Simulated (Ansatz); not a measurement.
The reference is PbSe in the rock salt structure (space group Fm-3m, No. 225; a = 6.178 Å).

It is then changed as follows: the cell is scaled by 1.0250 in all directions, atoms relaxed at fixed cell.

Method: r2SCAN/PAW in Ansatz (an electronic-structure program), no SOC.

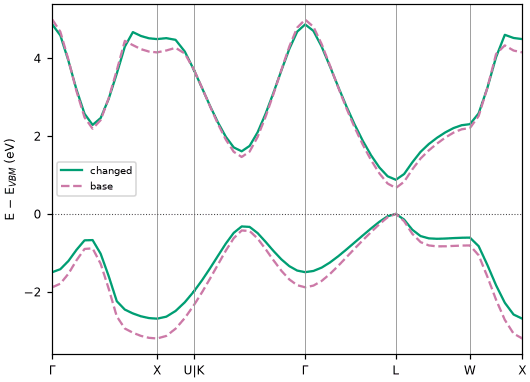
*Highest valence and lowest conduction band along the path, each from its own valence-band maximum*

The gap is 0.88 eV, direct at L; the base has 0.67 eV.

Spin-orbit coupling, missing from the scalar runs, can matter with Pb. The cells carry an imposed strain or load. Stability against distortions was not tested.
